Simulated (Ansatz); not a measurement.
```yaml
atoms:
  - { symbol: Si, position_ang: [0.2999, 0.0190, 0.0942] }
  - { symbol: Cl, position_ang: [0.6718, -0.0003, 2.1360] }
  - { symbol: H, position_ang: [1.5988, -0.0252, -0.6376] }
  - { symbol: H, position_ang: [-0.5236, 1.2164, -0.2408] }
  - { symbol: F, position_ang: [-0.5563, -1.3159, -0.2971] }
```

All numbers below come from RKS BLYP-D4/def2-SVP in Ansatz.

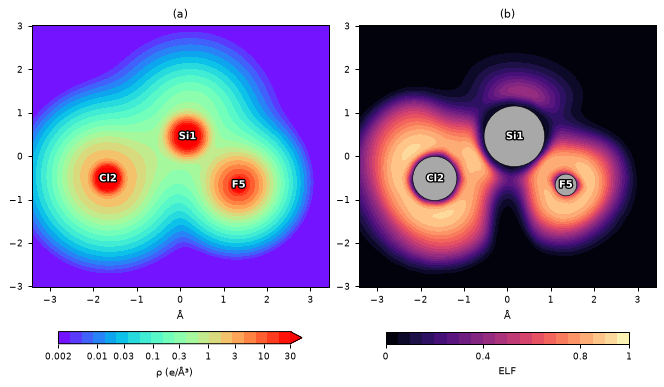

ClFH2Si. (a) total electron density; (b) electron localisation function on the plane of atoms Cl2, Si1 and F5. Grey discs cover the atomic cores in the ELF map.

**Interpret the plot.**

The plane passes through Si, Cl and F nuclei.
Si–F (1.63 Å): ρ is about 0.99 e/Å³ halfway; the ELF peaks at about 0.85 in the valence shell of F, 0.6 Å from its nucleus, and is about 0.50 at the midpoint.
Si–Cl (2.08 Å): the density is about 0.83 e/Å³ at the midpoint; the ELF peaks at about 0.90 between the atoms (a polar covalent bond).
The ELF also peaks beside Cl2 and F5, away from the bonds: lone-pair regions.
